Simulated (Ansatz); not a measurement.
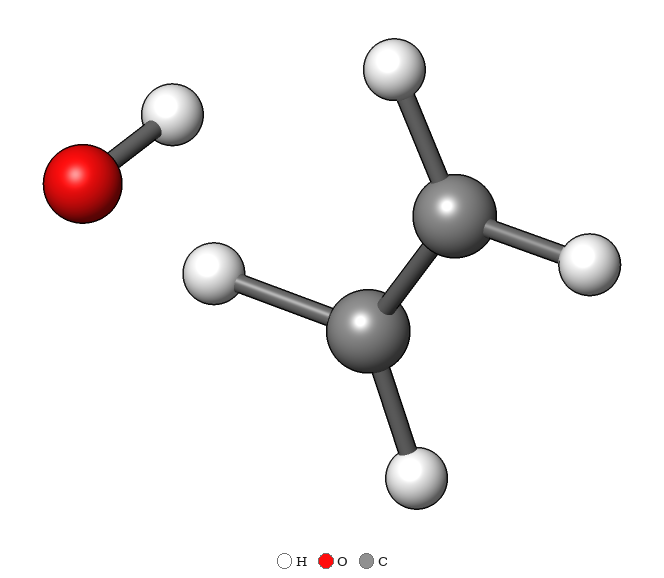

The species is neutral and a spin doublet. Sticks follow a distance rule. Harmonic vibrations computed with UKS PBE0-D4/def2-TZVP (Ansatz 0.2.0) at a stationary point of the same level.

> How many imaginary frequencies does it have?

A first-order saddle point: one imaginary frequency, 992i cm⁻¹.

> How many vibrational modes are there, and where do they lie?

18 modes: 992i, 136, 158, 301, 640, 800, 887, 922, 972, 1131, 1252, 1294, 1407, 1688, 3130, 3201, 3223, 3798 cm⁻¹.
